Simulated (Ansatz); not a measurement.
# Nudged elastic band of SiH$_{4}$SO$_{3}$ (part 2 of 2)

The same run, continued: SiH$_{4}$SO$_{3}$; RKS r2SCAN/def2-SVP (Ansatz 0.2.0). It belongs to a series of runs on one base structure; here: band between the two ends.

Geometry of the input (Å):
```
Si -0.1066  -0.0212  0.0136
S  1.4183  1.4615  0.2298
O  0.1932  -1.4067  0.8600
H  0.4937  -1.2709  1.7661
O  -1.4389  0.8011  0.5505
O  -0.2589  -0.5895  -1.5286
H  2.3622  0.6623  -0.3171
H  -2.2458  0.2759  0.6225
H  -0.4173  0.0874  -2.1969
```

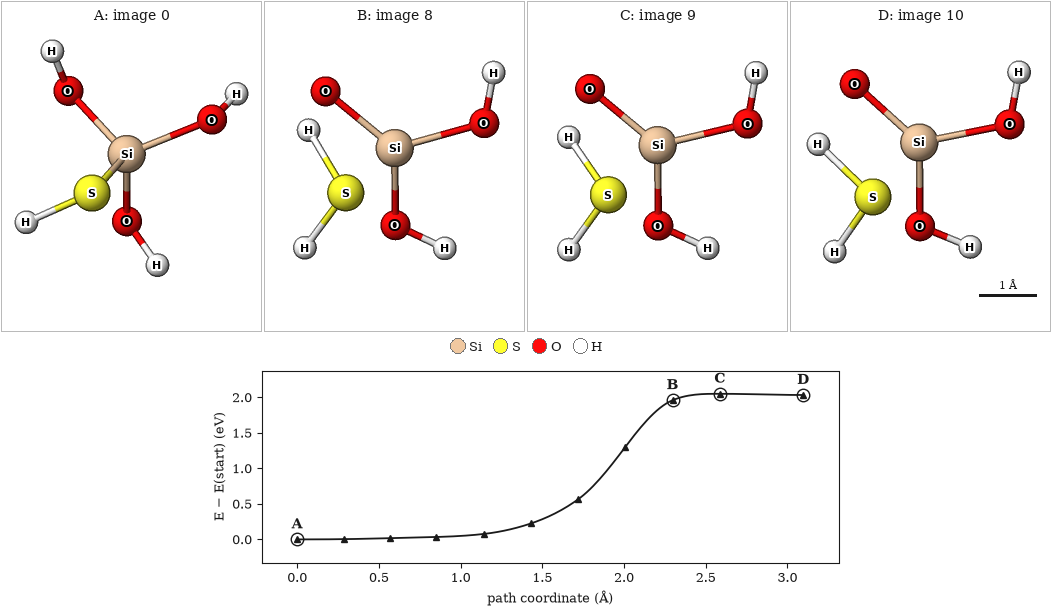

Fig. 1: Images of the last band (counted from 0; ball-and-stick, seen at a tilt) above the energy along the path; the line is a cubic interpolation that uses the forces. The highest image is number 9, 2.050 eV above the start and 0.017 eV above the end (the climbing image); the end lies 2.034 eV above the start. The path is 3.10 Å long. The band converged in 22 iterations.

```
Total energy: -24906.84491302 eV, -915.3096680877 hartree
Atom 0 at    -0.466491    -0.424766    -0.078029 Å, force     0.000327     0.000231    -0.000452 eV/Å
Atom 1 at     1.538194     0.946405     0.863263 Å, force     0.000155     0.000424    -0.000097 eV/Å
Atom 2 at    -0.071840    -1.536704     0.922367 Å, force    -0.000113    -0.000195     0.000313 eV/Å
Atom 3 at     1.282524    -0.335594     1.359914 Å, force    -0.000405    -0.000359     0.000032 eV/Å
Atom 4 at    -1.768527     0.577551     0.046909 Å, force     0.000162    -0.000153    -0.000406 eV/Å
Atom 5 at    -0.055817    -0.422043    -1.666931 Å, force     0.000076    -0.000008     0.000113 eV/Å
Atom 6 at     2.322824     0.460825    -0.125525 Å, force     0.000003     0.000002    -0.000020 eV/Å
Atom 7 at    -2.223430     0.543835     0.898461 Å, force    -0.000033     0.000007     0.000466 eV/Å
Atom 8 at    -0.557539     0.190492    -2.220431 Å, force    -0.000170     0.000051     0.000051 eV/Å
Dipole moment:    -0.029886     0.631802    -0.194144 e Å
this run last wrote the band of iteration 22 to [file]
```

The last band as extended XYZ (Å, eV, eV/Å)
```
9
Properties=species:S:1:pos:R:3:forces:R:3 image=0 energy=-24908.89538
Si   -0.1066   -0.0212    0.0136    0.0026  -0.0038   0.0080
S     1.4183    1.4615    0.2298   -0.0038  -0.0057  -0.0001
O     0.1932   -1.4067    0.8600    0.0068   0.0061   0.0031
H     0.4937   -1.2709    1.7661   -0.0035  -0.0019  -0.0015
O    -1.4389    0.8011    0.5505    0.0003   0.0018  -0.0042
O    -0.2589   -0.5895   -1.5286   -0.0036   0.0049  -0.0050
H     2.3622    0.6623   -0.3171   -0.0001   0.0005  -0.0007
H    -2.2458    0.2759    0.6225    0.0006  -0.0006   0.0002
H    -0.4173    0.0874   -2.1969    0.0005  -0.0013   0.0002
9
Properties=species:S:1:pos:R:3:forces:R:3 image=1 energy=-24908.89161
Si   -0.1213   -0.0193    0.0019    0.0044  -0.0057   0.0023
S     1.4249    1.4231    0.3190    0.0020   0.0024  -0.0047
O     0.0795   -1.3926    0.8969    0.0111  -0.0010  -0.0058
H     0.5697   -1.2719    1.7182   -0.0117   0.0013   0.0099
O    -1.4832    0.8194    0.4251    0.0043   0.0074   0.0128
O    -0.1635   -0.5855   -1.5477   -0.0061  -0.0004   0.0019
H     2.3439    0.6913   -0.3506    0.0006  -0.0004  -0.0047
H    -2.2132    0.2769    0.7487   -0.0035  -0.0078  -0.0160
H    -0.4370    0.0585   -2.2115   -0.0012   0.0042   0.0042
9
Properties=species:S:1:pos:R:3:forces:R:3 image=2 energy=-24908.87788
Si   -0.1457   -0.0216   -0.0184    0.0071   0.0180   0.0059
S     1.3993    1.4125    0.3590    0.0069   0.0056  -0.0074
O     0.0100   -1.3605    0.9353   -0.0021  -0.0217  -0.0073
H     0.6634   -1.2839    1.6398   -0.0150   0.0075   0.0150
O    -1.5499    0.7894    0.3016    0.0166   0.0182   0.0201
O    -0.1033   -0.5853   -1.5675   -0.0070  -0.0100   0.0038
H     2.3369    0.6983   -0.3039    0.0011   0.0033  -0.0151
H    -2.1627    0.3333    0.8907   -0.0118  -0.0268  -0.0193
H    -0.4481    0.0179   -2.2367    0.0042   0.0059   0.0045
9
Properties=species:S:1:pos:R:3:forces:R:3 image=3 energy=-24908.86086
Si   -0.1650   -0.0405   -0.0351    0.0092  -0.0082   0.0045
S     1.3616    1.4046    0.4032    0.0010   0.0347  -0.0162
O     0.0154   -1.3555    0.9480   -0.0133   0.0054  -0.0084
H     0.7456   -1.2742    1.5731   -0.0266  -0.0283   0.0164
O    -1.6250    0.6934    0.1959    0.0178   0.0293   0.0102
O    -0.0584   -0.5712   -1.5901   -0.0047  -0.0184   0.0003
H     2.3158    0.6956   -0.2415    0.0085   0.0133  -0.0092
H    -2.1065    0.4590    0.9971    0.0023  -0.0306   0.0042
H    -0.4835   -0.0112   -2.2506    0.0059   0.0027  -0.0018
9
Properties=species:S:1:pos:R:3:forces:R:3 image=4 energy=-24908.81854
Si   -0.1771   -0.0599   -0.0465    0.0385   0.0176  -0.0105
S     1.3687    1.3548    0.4600   -0.0257   0.1308  -0.0865
O     0.0929   -1.3546    0.9431   -0.0493  -0.0186  -0.0353
H     0.8337   -1.1459    1.5287   -0.0647  -0.1727   0.0718
O    -1.6735    0.6069    0.1394    0.0400   0.0566   0.0249
O    -0.0578   -0.5338   -1.6175    0.0002  -0.0208   0.0072
H     2.3007    0.5954   -0.1634   -0.0031   0.0666   0.0094
H    -2.1180    0.5333    0.9907    0.0472  -0.0178   0.0342
H    -0.5698    0.0039   -2.2346    0.0169  -0.0417  -0.0153
9
Properties=species:S:1:pos:R:3:forces:R:3 image=5 energy=-24908.67052
Si   -0.2047   -0.0915   -0.0425    0.1274   0.1465  -0.0035
S     1.4099    1.2462    0.5556   -0.1016   0.3387  -0.2664
O     0.1309   -1.3440    0.9809   -0.1045  -0.0251  -0.1212
H     0.8971   -0.9756    1.4558   -0.1002  -0.4968   0.2526
O    -1.7136    0.5526    0.1085    0.0777   0.0663   0.0593
O    -0.0662   -0.5121   -1.6262    0.0358  -0.0159   0.0324
H     2.2918    0.5179   -0.1721   -0.0391   0.0843   0.0200
H    -2.1614    0.5603    0.9614    0.0867  -0.0108   0.0455
H    -0.5839    0.0462   -2.2214    0.0178  -0.0872  -0.0187
9
Properties=species:S:1:pos:R:3:forces:R:3 image=6 energy=-24908.33023
Si   -0.2502   -0.1508   -0.0435    0.4328   0.5873   0.0094
S     1.4501    1.1216    0.6691   -0.2280   0.6117  -0.5105
O     0.1590   -1.3423    1.0156    0.0530   0.1010  -0.0841
H     0.9287   -0.8029    1.3636   -0.4276  -1.1436   0.3874
O    -1.7445    0.5304    0.0839    0.1135  -0.0543   0.0897
O    -0.0743   -0.4948   -1.6398    0.0244  -0.0562   0.0560
H     2.3051    0.4838   -0.1664   -0.0590   0.0703  -0.0038
H    -2.1941    0.5620    0.9356    0.0714   0.0061   0.0617
H    -0.5800    0.0930   -2.2182    0.0195  -0.1224  -0.0058
9
Properties=species:S:1:pos:R:3:forces:R:3 image=7 energy=-24907.59170
Si   -0.3235   -0.2500   -0.0487    0.7723   1.0478   0.0389
S     1.4880    1.0139    0.7692   -0.2734   0.5840  -0.5278
O     0.1426   -1.3674    1.0206    1.0602   0.7885   0.3722
H     0.9948   -0.6206    1.2983   -1.5629  -2.0462  -0.0323
O    -1.7616    0.5411    0.0658    0.0367  -0.2003   0.0814
O    -0.0724   -0.4740   -1.6528   -0.0455  -0.1448   0.0294
H     2.3154    0.4698   -0.1530   -0.0267   0.0512  -0.0260
H    -2.2097    0.5575    0.9194    0.0252   0.0244   0.0619
H    -0.5737    0.1296   -2.2188    0.0140  -0.1045   0.0023
9
Properties=species:S:1:pos:R:3:forces:R:3 image=8 energy=-24906.93549
Si   -0.3908   -0.3403   -0.0568    0.2575   0.2925   0.0537
S     1.5096    0.9544    0.8302   -0.1046  -0.0003  -0.0650
O     0.0443   -1.4450    0.9757    0.3805   0.2858   0.1372
H     1.1251   -0.4552    1.3019   -0.5540  -0.4498  -0.1910
O    -1.7644    0.5603    0.0561    0.0167  -0.0564   0.0274
O    -0.0621   -0.4468   -1.6597   -0.0033  -0.0377   0.0122
H     2.3186    0.4638   -0.1370   -0.0126   0.0073   0.0014
H    -2.2151    0.5500    0.9097    0.0185   0.0020   0.0256
H    -0.5654    0.1589   -2.2201    0.0014  -0.0433  -0.0015
9
Properties=species:S:1:pos:R:3:forces:R:3 image=9 energy=-24906.84491
Si   -0.4665   -0.4248   -0.0780    0.0003   0.0002  -0.0005
S     1.5382    0.9464    0.8633    0.0002   0.0004  -0.0001
O    -0.0718   -1.5367    0.9224   -0.0001  -0.0002   0.0003
H     1.2825   -0.3356    1.3599   -0.0004  -0.0004   0.0000
O    -1.7685    0.5776    0.0469    0.0002  -0.0002  -0.0004
O    -0.0558   -0.4220   -1.6669    0.0001   0.0000   0.0001
H     2.3228    0.4608   -0.1255    0.0000   0.0000   0.0000
H    -2.2234    0.5438    0.8985    0.0000   0.0000   0.0005
H    -0.5575    0.1905   -2.2204   -0.0002   0.0001   0.0001
9
Properties=species:S:1:pos:R:3:forces:R:3 image=10 energy=-24906.86185
Si   -0.5221   -0.4793   -0.0904   -0.0084  -0.0233   0.0149
S     1.5028    0.9252    0.8355   -0.0040  -0.0057  -0.0076
O    -0.2566   -1.6646    0.8502    0.0033   0.0141  -0.0090
H     1.6283   -0.2125    1.5625    0.0043   0.0022  -0.0049
O    -1.7597    0.6107    0.0314    0.0169  -0.0022  -0.0194
O    -0.0267   -0.3715   -1.6588   -0.0109   0.0180   0.0019
H     2.2622    0.4381   -0.1722    0.0080   0.0006   0.0080
H    -2.2785    0.5185    0.8407   -0.0167   0.0032   0.0144
H    -0.5498    0.2354   -2.1989    0.0075  -0.0069   0.0016
```

Results in brief

```json
{"quantity": "outcome", "value": "converged"}
{"quantity": "barrier, forward", "value": "2.050 eV"}
{"quantity": "barrier, backward", "value": "0.017 eV"}
{"quantity": "wall time", "value": "6.1 min (CPU time 12 min)"}
{"quantity": "peak memory", "value": "0.17 GiB"}
```

Remarks

The order of the saddle point was not checked.
